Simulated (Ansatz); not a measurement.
# SnAu, pressure series

The parent structure is SnAu in the NiAs type structure (space group P6_3/mmc, No. 194; a = 4.333 Å, c = 5.556 Å).

Cell and atoms are relaxed at each pressure.

Calculations: plane-wave PAW DFT at the PBEsol level (Ansatz, a program for electronic structure, 420 eV), without spin-orbit coupling.

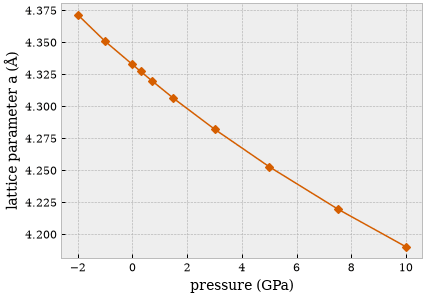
*Lattice parameter a against pressure*

```csv
pressure (GPa),lattice parameter a
-2,4.372 Å
-1,4.351 Å
0.3,4.327 Å
0.7,4.320 Å
1.5,4.306 Å
3,4.282 Å
5,4.253 Å
7.5,4.220 Å
10,4.190 Å
```

Load acts through the strain it causes; cell and atoms are relaxed under it. Stability against distortions was not tested. No other phases were tried under pressure.
